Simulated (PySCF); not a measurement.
## What a change does: NMR shielding calculation on C$_{2}$H$_{5}$NO$_{3}$Si

System: C$_{2}$H$_{5}$NO$_{3}$Si.
Method of run 1: GIAO PBE0/pcSseg-1 NMR shielding, non-relativistic, gas phase (PySCF 2.14.0).

The geometry comes from this level: PBE0-D3(BJ)/def2-SVP. Text and figures count atoms from 1; the logs count them from 0 in places.

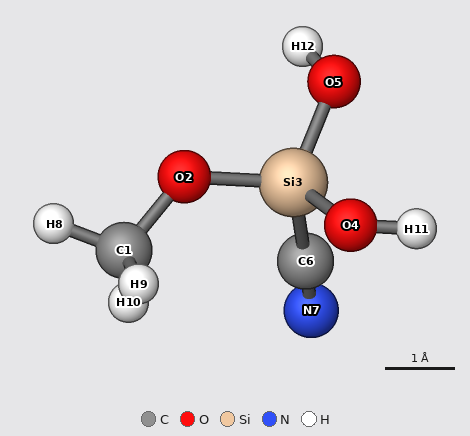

Fig. 1: The structure as given in the input (ball-and-stick view, seen at a tilt; atoms are numbered from 1 in the order of the input).

The input, run 1:
```
{"job": {"kind": "nmr", "xc": "PBE0", "basis": "pcSseg-1", "pop": false}, "charge": 0, "multiplicity": 1}
C      1.932378     0.033735     0.041981
O      0.776209    -0.725543     0.299771
Si    -0.767769    -0.207865     0.268844
O     -1.037667     0.891738     1.447754
O     -1.809049    -1.459947     0.418235
C     -1.029867     0.611789    -1.385042
N     -1.165660     1.119929    -2.418398
H      2.788303    -0.651862    -0.032430
H      2.127132     0.749975     0.856776
H      1.852065     0.592474    -0.906777
H     -1.928832     1.233680     1.563764
H     -1.698771    -2.217129    -0.164297
```

The first line tells a small driver script what to run in PySCF; the rest is the geometry in Å.

Command:
```bash
OMP_NUM_THREADS=1 python <driver script> task.json out
```

Hardware: 1 CPU thread, shared host.

Output (run 1):
```
coarse grid: 11216 points
cycle   1  E = -648.4143087250  dE =  9.487e-01  |g| = 1.109e+00  |ddm| = 3.225e+00
cycle   2  E = -648.0770208194  dE =  3.373e-01  |g| = 1.743e+00  |ddm| = 1.722e+00
cycle   3  E = -648.6169123924  dE = -5.399e-01  |g| = 2.639e-01  |ddm| = 1.160e+00
cycle   4  E = -648.6288422732  dE = -1.193e-02  |g| = 1.233e-01  |ddm| = 1.910e-01
cycle   5  E = -648.6320532101  dE = -3.211e-03  |g| = 1.719e-02  |ddm| = 7.576e-02
cycle   6  E = -648.6321172404  dE = -6.403e-05  |g| = 4.987e-03  |ddm| = 1.481e-02
cycle   7  E = -648.6321207394  dE = -3.499e-06  |g| = 2.255e-03  |ddm| = 4.069e-03
final grid: 105824 points
cycle   8  E = -648.7017002097  dE = -1.372e-05  |g| = 1.211e-02  |ddm| = 1.687e-02
cycle   9  E = -648.7016686989  dE =  3.151e-05  |g| = 1.810e-02  |ddm| = 1.642e-02
cycle  10  E = -648.7017247441  dE = -5.605e-05  |g| = 1.840e-03  |ddm| = 1.042e-02
cycle  11  E = -648.7017254347  dE = -6.906e-07  |g| = 5.479e-04  |ddm| = 1.207e-03
cycle  12  E = -648.7017254915  dE = -5.672e-08  |g| = 1.618e-04  |ddm| = 3.686e-04
cycle  13  E = -648.7017254968  dE = -5.358e-09  |g| = 4.452e-05  |ddm| = 1.159e-04
cycle  14  E = -648.7017254971  dE = -3.183e-10  |g| = 1.292e-05  |ddm| = 3.204e-05
converged SCF energy = -648.7017254971

GIAO shielding tensors (ppm)
atom      isotropic    diamagn.    paramagn.     s11        s22        s33       span
  0 C      132.190     243.467    -111.277    104.544    108.279    183.749     79.204
  1 O      296.612     397.859    -101.247    225.883    311.913    352.040    126.157
  2 Si     431.111     880.593    -449.481    370.111    454.193    469.030     98.918
  3 O      278.896     388.768    -109.873    249.613    268.041    319.033     69.420
  4 O      274.233     388.273    -114.039    248.907    258.551    315.242     66.335
  5 C       60.320     265.044    -204.724    -55.931    -52.783    289.675    345.605
  6 N      -93.572     338.067    -431.639   -295.806   -284.280    299.370    595.176
  7 H       27.549      27.804      -0.255     23.281     25.159     34.207     10.926
  8 H       27.521      28.661      -1.141     23.035     25.472     34.054     11.019
  9 H       27.452      30.061      -2.609     23.273     26.211     32.873      9.601
 10 H       29.024      29.505      -0.481     21.487     23.130     42.454     20.967
 11 H       29.036      30.837      -1.801     21.446     23.436     42.226     20.780
```

For run 2 the input was changed thus:
```diff
-"xc": "PBE0"
+"xc": "PBE"
```

What does this change do to the results?

The total energies belong to different methods, so their difference says nothing on which is more stable or more accurate. The HOMO goes from −9.02 to −7.37 eV. The LUMO goes from −0.32 to −1.29 eV. The dipole moment goes from 1.88 to 1.98 D. Of all shieldings, the largest change is that of O2, by −15.0 ppm. The functional changes from PBE0 to PBE. Exact exchange removes part of the self-interaction error of semilocal functionals, which pushes filled and empty levels apart. The SCF takes 17 iterations against 14.

Output (run 2):
```
coarse grid: 11216 points
cycle   1  E = -648.2794719081  dE =  9.925e-01  |g| = 1.316e+00  |ddm| = 3.296e+00
cycle   2  E = -647.1698870824  dE =  1.110e+00  |g| = 2.717e+00  |ddm| = 2.852e+00
cycle   3  E = -648.5524466341  dE = -1.383e+00  |g| = 3.661e-01  |ddm| = 2.267e+00
cycle   4  E = -648.5624864390  dE = -1.004e-02  |g| = 3.145e-01  |ddm| = 3.573e-01
cycle   5  E = -648.5831410008  dE = -2.065e-02  |g| = 8.153e-02  |ddm| = 2.102e-01
cycle   6  E = -648.5846110096  dE = -1.470e-03  |g| = 2.003e-02  |ddm| = 6.061e-02
cycle   7  E = -648.5846692049  dE = -5.820e-05  |g| = 9.191e-03  |ddm| = 1.762e-02
cycle   8  E = -648.5846840831  dE = -1.488e-05  |g| = 1.981e-03  |ddm| = 6.764e-03
cycle   9  E = -648.5846848852  dE = -8.021e-07  |g| = 4.951e-04  |ddm| = 1.865e-03
final grid: 105824 points
cycle  10  E = -648.6776782823  dE = -6.367e-06  |g| = 1.718e-02  |ddm| = 2.318e-02
cycle  11  E = -648.6775298149  dE =  1.485e-04  |g| = 3.335e-02  |ddm| = 3.070e-02
cycle  12  E = -648.6777280758  dE = -1.983e-04  |g| = 4.177e-03  |ddm| = 2.153e-02
cycle  13  E = -648.6777314210  dE = -3.345e-06  |g| = 1.765e-03  |ddm| = 3.053e-03
cycle  14  E = -648.6777320384  dE = -6.174e-07  |g| = 4.070e-04  |ddm| = 1.113e-03
cycle  15  E = -648.6777320726  dE = -3.420e-08  |g| = 1.392e-04  |ddm| = 3.299e-04
cycle  16  E = -648.6777320759  dE = -3.347e-09  |g| = 3.835e-05  |ddm| = 1.066e-04
cycle  17  E = -648.6777320762  dE = -2.701e-10  |g| = 5.596e-06  |ddm| = 2.931e-05
converged SCF energy = -648.6777320762

GIAO shielding tensors (ppm)
atom      isotropic    diamagn.    paramagn.     s11        s22        s33       span
  0 C      126.308     243.673    -117.364     97.210    101.251    180.464     83.254
  1 O      281.583     397.510    -115.927    204.342    299.184    341.223    136.881
  2 Si     417.138     882.067    -464.928    351.221    442.015    458.179    106.957
  3 O      270.103     387.978    -117.875    236.369    260.335    313.605     77.236
  4 O      265.028     387.852    -122.824    236.588    250.188    308.308     71.721
  5 C       61.780     264.515    -202.735    -52.647    -48.965    286.952    339.599
  6 N      -88.469     339.210    -427.679   -285.776   -272.803    293.172    578.947
  7 H       27.453      27.860      -0.407     23.306     25.124     33.929     10.622
  8 H       27.354      28.759      -1.405     22.967     25.237     33.859     10.892
  9 H       27.251      30.184      -2.933     23.227     25.870     32.656      9.429
 10 H       29.033      29.720      -0.687     21.843     23.395     41.862     20.020
 11 H       29.043      31.120      -2.078     21.773     23.672     41.683     19.910
```

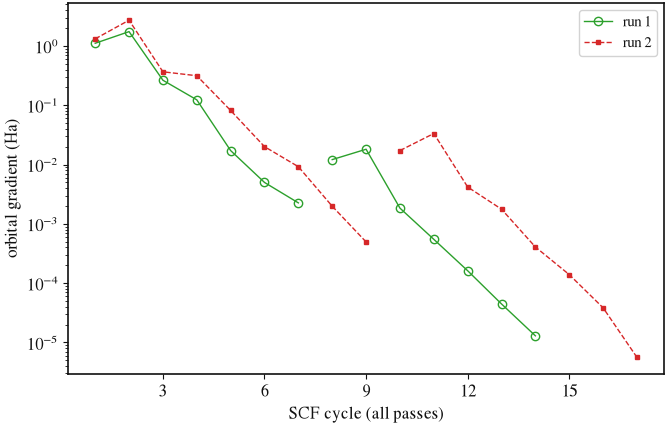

Fig. 2: Convergence of the two runs: orbital gradient against the SCF cycle. A break in a curve parts two SCF passes (coarse and final grid). Run 1 takes 14 cycles in all, and run 2 takes 17.

The two runs side by side:

| quantity | run 1 | run 2 |
| --- | --- | --- |
| outcome | converged | converged |
| total energy (hartree) | −648.701725 | −648.677732 |
| HOMO (eV) | −9.02 | −7.37 |
| LUMO (eV) | −0.32 | −1.29 |
| dipole moment (D) | 1.88 | 1.98 |
| shielding of C1 (ppm) | 132.2 | 126.3 |
| shielding of O2 (ppm) | 296.6 | 281.6 |
| shielding of Si3 (ppm) | 431.1 | 417.1 |
| shielding of O4 (ppm) | 278.9 | 270.1 |
| shielding of O5 (ppm) | 274.2 | 265.0 |
| shielding of C6 (ppm) | 60.3 | 61.8 |
| shielding of N7 (ppm) | −93.6 | −88.5 |
| SCF iterations | 14 | 17 |
| basis functions | 151 | 151 |
| wall time (shared host) | 14 s | 22 s |
